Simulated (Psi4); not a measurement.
# GaSiH7O (SMILES [SiH3][OH+][GaH3-]): HF/3-21G

Aim: the energy change on altering one bond length of GaSiH7O at HF/3-21G, from 2 runs. 

Program for the calculation: Psi4 1.11.

5 further runs of the same task are left out: 3 that didn't finish, 2 set aside as unsound or not needed. Runs told in other sessions of the task aren't counted.

### Step 1. The system as given

The species is GaSiH7O (10 atoms), meant as a singlet with charge 0. SMILES: `[SiH3][OH+][GaH3-]`. Geometry: relaxed at PBE0-D4/def2-TZVP.

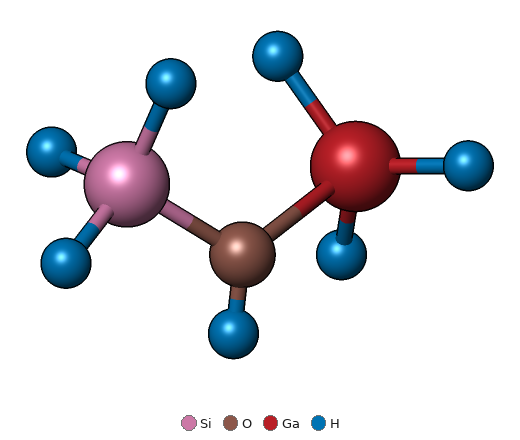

The structure, seen from a chosen angle (silicon pink, oxygen brown, gallium red, hydrogen blue).

### Step 2. Energy and gradient at HF/3-21G

Contents of job.py:

```python
import psi4

psi4.set_memory(2200000000)
psi4.set_num_threads(1)
psi4.core.set_output_file('psi4.out', False)

geom = psi4.geometry("""
0 1
Si
O 1 1.685497
Ga 2 2.176108 1 118.05296
H 1 1.484657 2 106.72622 3 -179.80058
H 1 1.479904 4 109.95331 2 119.88182
H 1 1.474754 5 111.98742 4 -124.69543
H 2 0.960275 1 117.65245 6 159.7671
H 3 1.57141 2 100.05588 7 -100.06767
H 3 1.582853 8 118.89619 2 98.21709
H 3 1.578095 8 119.62106 9 159.35152
symmetry c1
no_reorient
no_com
""")

options = {'puream': True, 'e_convergence': 1e-09, 'd_convergence': 1e-08, 'scf_type': 'pk'}
psi4.set_options(options)

e_tot = psi4.gradient('hf/3-21G')
print('gradient / Eh bohr^-1')
print(e_tot.np.round(6))
```

Launch:

```
python job.py
```

psi4.out:

```text
[...]
  Running in c1 symmetry.
[...]
  Nuclear repulsion =  256.165784262817851
[...]
  Multiplicity = 1
[...]
  Nalpha       = 30
  Nbeta        = 30
[...]
    Number of basis functions: 58
[...]
   @RHF iter   1: -2279.21200630206840   -4.59930e+00   1.35545e-02 DIIS/ADIIS
[...]
   @RHF iter  10: -2279.74825513953874   -1.00044e-11   7.67087e-09 DIIS
[...]
    Orbital Energies [Eh]
    ---------------------
    Doubly Occupied:
       1A   -376.381446     2A    -68.363058     3A    -47.912454
       4A    -42.171665     5A    -42.170613     6A    -42.170483
       7A    -20.519594     8A     -6.302673     9A     -6.169280
      10A     -4.378759    11A     -4.376568    12A     -4.376289
      13A     -4.265334    14A     -4.265011    15A     -4.264828
      16A     -1.400594    17A     -1.062380    18A     -1.058890
      19A     -1.058651    20A     -1.055622    21A     -1.055464
      22A     -0.809629    23A     -0.706288    24A     -0.635950
      25A     -0.600863    26A     -0.525041    27A     -0.505177
      28A     -0.490579    29A     -0.392782    30A     -0.387494
[...]
  @RHF Final Energy: -2279.74825513953874
   => Energetics <=
    Nuclear Repulsion Energy =            256.1657842628178514
    One-Electron Energy =               -3692.1611641220260935
    Two-Electron Energy =                1156.2471247196699551
    Total Energy =                      -2279.7482551395382870
[...]
 Multipole Moments:
 ------------------------------------------------------------------------------------
     Multipole            Electronic (a.u.)      Nuclear  (a.u.)        Total (a.u.)
 ------------------------------------------------------------------------------------
 L = 1.  Multiply by 2.5417464519 to convert [e a0] to [Debye]
 Dipole X            :          0.1121367           -0.5210795           -0.4089428
 Dipole Y            :         -6.0573494            7.4401517            1.3828023
 Dipole Z            :          8.3612169           -9.2804123           -0.9191955
 Magnitude           :                                                    1.7100575
[...]
  -Total Gradient:
     Atom            X                  Y                   Z
    ------   -----------------  -----------------  -----------------
       1       -0.005958260946     0.003998073059     0.024183239543
       2        0.009429094255     0.018999919368    -0.023341756167
       3       -0.004028809314    -0.022409880845     0.010726516253
       4       -0.000106367580     0.000631725377     0.000536589879
       5       -0.001102698652    -0.001572455290     0.000297056804
       6        0.001601980831    -0.001962853698     0.001729175876
       7       -0.001094708825    -0.004035633640    -0.009530843979
       8       -0.003048700523     0.002451523829    -0.003668127379
       9        0.000405157474     0.003518392769     0.002119880905
      10        0.003903313282     0.000381189122    -0.003051731778
[...]
```

Standard output:

```text
gradient / Eh bohr^-1
[[-0.005958  0.003998  0.024183]
 [ 0.009429  0.019    -0.023342]
 [-0.004029 -0.02241   0.010727]
 [-0.000106  0.000632  0.000537]
 [-0.001103 -0.001572  0.000297]
 [ 0.001602 -0.001963  0.001729]
 [-0.001095 -0.004036 -0.009531]
 [-0.003049  0.002452 -0.003668]
 [ 0.000405  0.003518  0.00212 ]
 [ 0.003903  0.000381 -0.003052]]
```

Run time: 1.9 s. Hardware: 1 thread of Intel Xeon 6975P-C (Granite Rapids), shared host; peak memory 0.22 GiB.

### Step 3. The distorted shape, same level

Contents of input.dat:

```
memory 2200 MB

molecule system {
  Si    -0.816792    -0.386419    -1.669154
  O     -1.104292    -1.300219    -0.282354
  Ga     0.550008    -1.617519     1.095346
  H     -2.099192    -0.326519    -2.414854
  H      0.223908    -1.025819    -2.504754
  H     -0.069600     2.013200    -0.814500
  H     -1.655992    -2.081319    -0.369754
  H     -0.025492    -0.919919     2.380446
  H      1.553508    -0.813019     0.172746
  H      0.538208    -3.192119     0.991046
  symmetry c1
}

set {
  basis 3-21G
  puream true
  e_convergence 1e-09
  d_convergence 1e-08
  scf_type pk
}

E, wfn = gradient('hf', return_wfn=True)
oeprop(wfn, 'LOWDIN_CHARGES', 'DIPOLE', 'WIBERG_LOWDIN_INDICES', title='HF')
```

Launch:

```
psi4 -i input.dat -o output.dat -n 1
```

output.dat:

```text
[...]
  Running in c1 symmetry.
[...]
  Nuclear repulsion =  252.604080951678867
[...]
  Multiplicity = 1
[...]
  Nalpha       = 30
  Nbeta        = 30
[...]
    Number of basis functions: 58
[...]
   @RHF iter   1: -2279.06688835618934   -4.69700e+00   1.35893e-02 ADIIS/DIIS
[...]
   @RHF iter  11: -2279.60676148337143   -2.27374e-12   1.75748e-09 DIIS
[...]
    Orbital Energies [Eh]
    ---------------------
    Doubly Occupied:
       1A   -376.382401     2A    -68.418644     3A    -47.913497
       4A    -42.172701     5A    -42.171622     6A    -42.171507
       7A    -20.533911     8A     -6.303997     9A     -6.214783
      10A     -4.380187    11A     -4.377822    12A     -4.377571
      13A     -4.310916    14A     -4.310748    15A     -4.309892
      16A     -1.414824    17A     -1.063913    18A     -1.060298
      19A     -1.060059    20A     -1.056878    21A     -1.056674
      22A     -0.809980    23A     -0.716331    24A     -0.643641
      25A     -0.600797    26A     -0.528019    27A     -0.506619
      28A     -0.396765    29A     -0.389519    30A     -0.352935
[...]
  @RHF Final Energy: -2279.60676148337143
   => Energetics <=
    Nuclear Repulsion Energy =            252.6040809516788670
    One-Electron Energy =               -3684.4067803644147716
    Two-Electron Energy =                1152.1959379293641632
    Total Energy =                      -2279.6067614833718835
[...]
  -Total Gradient:
     Atom            X                  Y                   Z
    ------   -----------------  -----------------  -----------------
       1       -0.017355539627    -0.060379826561    -0.000141927278
       2       -0.020704974344     0.010428201771    -0.017155216168
       3        0.018092083702    -0.007458752159     0.010742685634
       4       -0.001601333144    -0.005655028536    -0.002445846215
       5       -0.001496520129    -0.006543317371    -0.002923418068
       6        0.019310914394     0.058995634557     0.022784765214
       7        0.008041892393     0.006079983906    -0.006858088868
       8       -0.000749221260    -0.000460728780    -0.004899214258
       9       -0.003339775959    -0.000034645014     0.001144783952
      10       -0.000197526056     0.005028478121    -0.000248523769
[...]
 Multipole Moments:
 ------------------------------------------------------------------------------------
     Multipole            Electronic (a.u.)      Nuclear  (a.u.)        Total (a.u.)
 ------------------------------------------------------------------------------------
 L = 1.  Multiply by 2.5417464519 to convert [e a0] to [Debye]
 Dipole X            :          3.8925295           -5.0593368           -1.1668073
 Dipole Y            :         -5.0845263            4.6774899           -0.4070364
 Dipole Z            :          8.1824250           -9.6131253           -1.4307003
 Magnitude           :                                                    1.8905082
[...]
```

Wall time 1.9 s (1 thread of Intel Xeon 6975P-C (Granite Rapids), shared host); peak memory 0.22 GiB.

### Step 4. Outcome

At HF/3-21G:

```
                                                          quantity           value
                                         first shape: total energy  -2279.74826 Eh
                                        first shape: dipole moment          4.35 D
                                          first shape: HOMO energy       -10.54 eV
                                          first shape: LUMO energy         2.67 eV
                                        first shape: HOMO–LUMO gap        13.22 eV
                             first shape: largest force on an atom      1.622 eV/Å
                                     distorted shape: total energy  -2279.60676 Eh
                                    distorted shape: dipole moment          4.81 D
                                      distorted shape: HOMO energy        -9.60 eV
                                      distorted shape: LUMO energy         0.14 eV
                                    distorted shape: HOMO–LUMO gap         9.74 eV
                         distorted shape: largest force on an atom      3.400 eV/Å
energy change with the Si1–H6 bond stretched from 1.475 to 2.655 Å        3.850 eV
```

What this shows: With the Si1–H6 bond stretched from 1.475 to 2.655 Å the energy rises by 3.85 eV (371 kJ/mol). The first shape isn't relaxed at this level, so the change isn't measured from a minimum. A restricted reference can't describe the breaking bond well at this length. The largest force (first shape) is 1.62 eV/Å: the shape isn't a stationary point for this species at this level.
